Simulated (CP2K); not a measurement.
**GFN1-xTB run of C3H6BCl2 (SMILES C[C](C)B(Cl)Cl)**

Aim: the energy difference between two shapes of C3H6BCl2 at GFN1-xTB, from 2 runs. 

Program for the calculation: CP2K 2026.2.

5 further runs of the same task are left out: 3 that didn't finish, 2 set aside as unsound or not needed.

### 1 Starting point

C3H6BCl2 has 12 atoms, charge 0, and is taken as a doublet. SMILES: `C[C](C)B(Cl)Cl`. Geometry: relaxed at GFN2-xTB.

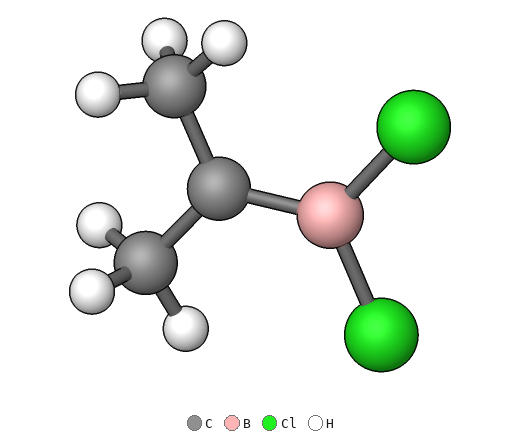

Viewed from a chosen angle; carbon grey, boron pink, chlorine green, hydrogen white.

### 2 Energy and gradient at GFN1-xTB

File molecule.xyz:

```xyz
12

C     -0.662900    -0.936850    -0.855150
C     -0.011410     0.109610    -0.022300
C      0.820880    -0.402780     1.099470
B     -0.184930     1.581110    -0.291800
Cl    -1.198270     2.156060    -1.591320
Cl     0.619100     2.785560     0.685710
H      0.085250    -1.424910    -1.485480
H     -1.100810    -1.714010    -0.227500
H     -1.426190    -0.514420    -1.503320
H      1.421190    -1.255130     0.780640
H      0.172380    -0.756400     1.906180
H      1.465700     0.372160     1.504870
```

File run.inp:

```
&GLOBAL
   PROJECT_NAME run
   RUN_TYPE ENERGY_FORCE
   PRINT_LEVEL MEDIUM
&END

&FORCE_EVAL
   METHOD Quickstep
   &DFT
      CHARGE 0
      MULTIPLICITY 2
      UNRESTRICTED_KOHN_SHAM T
      &QS
         METHOD XTB
         EPS_DEFAULT 1.0E-10
         &XTB
            GFN_TYPE 1
            CHECK_ATOMIC_CHARGES F
         &END
      &END
      &POISSON
         PERIODIC NONE
         POISSON_SOLVER ANALYTIC
      &END
      &SCF
         SCF_GUESS ATOMIC
         EPS_SCF 1.0E-07
         MAX_SCF 80
         &DIAGONALIZATION
            ALGORITHM STANDARD
         &END
         &MIXING
            METHOD BROYDEN_MIXING
            ALPHA 0.4
            NBUFFER 8
         &END
      &END
      &PRINT
         &MOMENTS
            PERIODIC F
            REFERENCE COM
            MAX_MOMENT 1
         &END
         &MO ON
            ENERGIES T
            OCCUPATION_NUMBERS T
            NDIGITS 6
            &EACH
               QS_SCF 0
            &END
            ADD_LAST NUMERIC
         &END
         &HIRSHFELD OFF
         &END
      &END
   &END
   &SUBSYS
      &CELL
         ABC [angstrom] 18.9 20.5 19.5
         PERIODIC NONE
      &END
      &TOPOLOGY
         COORD_FILE_NAME molecule.xyz
         COORD_FILE_FORMAT XYZ
         &CENTER_COORDINATES
         &END
      &END
   &END
   &PRINT
      &FORCES ON
      &END
   &END
&END
```

On the command line:

```bash
$ OMP_NUM_THREADS=1 cp2k.psmp -i run.inp -o run.out
```

The program printed:

```text
CP2K| version string:                                       CP2K version 2026.2
[...]
 GLOBAL| Method name                                                        CP2K
[...]
 GLOBAL| Run type                                                   ENERGY_FORCE
[...]
                             - Atoms:                                         12
[...]
                             - Spherical basis functions:                     46
[...]
 Number of electrons:                                                         18
[...]
     1 NoMix/Diag. 0.40E+00    0.0     0.12587796       -19.5115149450 -1.95E+01
[...]
    31 Broy./Diag. 0.40E+00    0.0     0.00000006       -19.5264211006  3.55E-08
  *** SCF run converged in    31 steps ***
[...]
 TB_DIPOLE| Moment [Debye]          0.32556794      -2.86010674       0.52015330
 TB_DIPOLE| Derivative [a.u.]       0.00000000       0.00000000       0.00000000
[...]
 ENERGY| Total FORCE_EVAL ( QS ) energy [hartree]            -19.526421103542877
 FORCES| Atomic forces [hartree/bohr]
 FORCES|   Atom     x               y               z               |f|
 FORCES|      1  2.63781660E-04 -6.89937090E-04 -9.14454090E-04   1.17550850E-03
 FORCES|      2 -4.18985140E-04  3.82438055E-03 -7.15267531E-04   3.91318832E-03
 FORCES|      3 -6.02240888E-04 -3.44221036E-04  1.36848044E-03   1.53424930E-03
 FORCES|      4  1.59087042E-03 -1.07195919E-02  2.43226661E-03   1.11065945E-02
 FORCES|      5 -6.90874461E-03  2.42222052E-03 -8.86306583E-03   1.14957314E-02
 FORCES|      6  5.54471895E-03  6.39318987E-03  6.77952782E-03   1.08433750E-02
 FORCES|      7  7.10127647E-04 -8.14480300E-04 -1.13687193E-03   1.56848246E-03
 FORCES|      8 -1.23200484E-03 -9.52428222E-04  3.12390319E-04   1.58825160E-03
 FORCES|      9 -1.69500736E-03  7.05161114E-04 -1.00473216E-03   2.09279451E-03
 FORCES|     10  1.51826351E-03 -8.32855726E-04 -6.29681690E-05   1.73284094E-03
 FORCES|     11 -4.42212510E-04 -4.63922455E-04  1.21287984E-03   1.37180664E-03
 FORCES|     12  1.67143316E-03  1.47248469E-03  5.91814682E-04   2.30480901E-03
 FORCES| Sum    -2.06432094E-16 -1.56341953E-16  1.51788304E-16
[...]
```

It took 0.4 s on 1 thread of Arm Neoverse V1, shared host.

### 3 The distorted shape, same level

File molecule.xyz:

```xyz
12

C     -0.641824    -0.955540    -0.834671
C     -0.031069     0.109532    -0.071894
C      0.811049    -0.420077     1.096497
B     -0.176843     1.564856    -0.288358
Cl    -1.206634     2.174620    -1.543669
Cl     0.607476     2.763873     0.687015
H      0.092797    -1.421387    -1.496013
H     -1.108087    -1.705971    -0.230922
H     -1.465200    -0.542762    -1.471970
H      1.434662    -1.241340     0.788499
H      0.224077    -0.759238     1.912393
H      1.476417     0.368179     1.523375
```

File mol.inp:

```
&FORCE_EVAL
 METHOD Quickstep
 &DFT
  MULTIPLICITY 2
  UKS T
  &QS
   METHOD XTB
   EPS_DEFAULT 1.0E-10
   &XTB
    GFN_TYPE 1
    CHECK_ATOMIC_CHARGES F
   &END XTB
  &END QS
  &POISSON
   PERIODIC NONE
   POISSON_SOLVER ANALYTIC
  &END POISSON
  &SCF
   SCF_GUESS ATOMIC
   EPS_SCF 1.0E-07
   MAX_SCF 80
   &DIAGONALIZATION
    ALGORITHM STANDARD
   &END DIAGONALIZATION
   &MIXING
    METHOD BROYDEN_MIXING
    ALPHA 0.4
    NBUFFER 8
   &END MIXING
  &END SCF
  &PRINT
   &MOMENTS
    PERIODIC F
    REFERENCE COM
    MAX_MOMENT 1
   &END MOMENTS
   &MO ON
    ENERGIES T
    OCCUPATION_NUMBERS T
    NDIGITS 6
    &EACH
     QS_SCF 0
    &END EACH
    ADD_LAST NUMERIC
   &END MO
   &HIRSHFELD OFF
   &END HIRSHFELD
  &END PRINT
 &END DFT
 &SUBSYS
  &CELL
   ABC 18.9 20.5 19.5
   PERIODIC NONE
  &END CELL
  &TOPOLOGY
   COORD_FILE_NAME molecule.xyz
   COORD_FILE_FORMAT XYZ
   &CENTER_COORDINATES
   &END CENTER_COORDINATES
  &END TOPOLOGY
 &END SUBSYS
 &PRINT
  &FORCES ON
  &END FORCES
 &END PRINT
&END FORCE_EVAL

&GLOBAL
 PROJECT mol
 RUN_TYPE ENERGY_FORCE
 PRINT_LEVEL MEDIUM
&END GLOBAL
```

On the command line:

```bash
$ OMP_NUM_THREADS=1 cp2k.psmp mol.inp > mol.out
```

The program printed:

```text
CP2K| version string:                                       CP2K version 2026.2
[...]
 GLOBAL| Method name                                                        CP2K
[...]
 GLOBAL| Run type                                                   ENERGY_FORCE
[...]
                             - Atoms:                                         12
[...]
                             - Spherical basis functions:                     46
[...]
 Number of electrons:                                                         18
[...]
     1 NoMix/Diag. 0.40E+00    0.0     0.11492307       -19.5047959619 -1.95E+01
[...]
    33 Broy./Diag. 0.40E+00    0.0     0.00000003       -19.5193249102 -1.95E-08
  *** SCF run converged in    33 steps ***
[...]
 TB_DIPOLE| Moment [Debye]          0.31911109      -2.87621814       0.42116412
 TB_DIPOLE| Derivative [a.u.]       0.00000000       0.00000000       0.00000000
[...]
 ENERGY| Total FORCE_EVAL ( QS ) energy [hartree]            -19.519324908738028
 FORCES| Atomic forces [hartree/bohr]
 FORCES|   Atom     x               y               z               |f|
 FORCES|      1 -2.82004191E-02  5.41467889E-03 -3.69263658E-02   4.67775467E-02
 FORCES|      2  2.86009472E-02 -6.86497081E-03  4.37791219E-02   5.27423314E-02
 FORCES|      3  1.39111079E-02  3.21936930E-02 -1.37469470E-02   3.76687051E-02
 FORCES|      4 -2.48581305E-03 -1.86299330E-03 -2.20349673E-03   3.80859664E-03
 FORCES|      5 -1.29711811E-02  4.88381740E-03 -1.66663939E-02   2.16765287E-02
 FORCES|      6  1.05028690E-02  9.60812015E-03  1.23915589E-02   1.88726512E-02
 FORCES|      7 -2.78312032E-04 -3.07141730E-03 -3.60312700E-04   3.10497778E-03
 FORCES|      8 -3.55087205E-04 -1.24274943E-02  1.08052920E-02   1.64718862E-02
 FORCES|      9  1.24485406E-02 -4.92537933E-03  3.68756230E-03   1.38860952E-02
 FORCES|     10  4.68773865E-03 -8.04542961E-03 -5.13615331E-03   1.06340915E-02
 FORCES|     11 -1.72997534E-02 -7.42294858E-03  1.31466362E-02   2.29611776E-02
 FORCES|     12 -8.56063746E-03 -7.47967619E-03 -8.77050190E-03   1.43579864E-02
 FORCES| Sum    -1.96023753E-16 -2.60208521E-16  7.28583860E-17
[...]
```

It took 0.4 s on 1 thread of Arm Neoverse V1, shared host.

### 4 What came out

Level: GFN1-xTB.

| quantity | value |
| --- | --- |
| first shape: total energy | -19.52642 Eh |
| first shape: dipole moment (from atomic charges alone) | 2.93 D |
| first shape: HOMO energy (highest over α and β) | -10.40 eV |
| first shape: dispersion energy | -13.67 kJ/mol |
| first shape: largest force on an atom | 0.591 eV/Å |
| distorted shape: total energy | -19.51932 Eh |
| distorted shape: dipole moment (from atomic charges alone) | 2.92 D |
| distorted shape: HOMO energy (highest over α and β) | -10.47 eV |
| distorted shape: dispersion energy | -13.68 kJ/mol |
| distorted shape: largest force on an atom | 2.712 eV/Å |
| energy change with the atoms displaced | 0.193 eV |

In words: With the atoms displaced the energy rises by 0.19 eV (4.5 kcal/mol). The first shape isn't relaxed at this level, so the change isn't measured from a minimum. The largest force (first shape) is 0.59 eV/Å: the shape isn't a stationary point for this species at this level. The dipole (first shape) comes from point charges on the atoms alone, without atomic dipoles, so it is partial. The dipole (distorted shape) comes from point charges on the atoms alone, without atomic dipoles, so it is partial.
